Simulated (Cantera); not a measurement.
Feed: 1 mol CH3OH, 1.8 mol H2, a varied amount of H2O, at 2500 °C and 825 Torr.

Equilibrium computed with Cantera from the NASA thermochemical tables; the gas is ideal and each condensed phase is pure. Candidate condensed phases: C, C6H6, C7H8, C8H18, H2O; 110 gas species. Equilibrium is a limit: real reactors are often held back by kinetics, nucleation or transport.

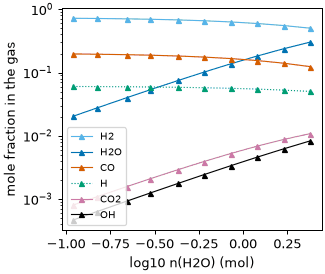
*Equilibrium gas composition (values under 1e-9 drawn at 1e-9)*

From 0.11 mol H2O to 2.4 mol H2O nothing is condensed. The main C-bearing gas is CO throughout.
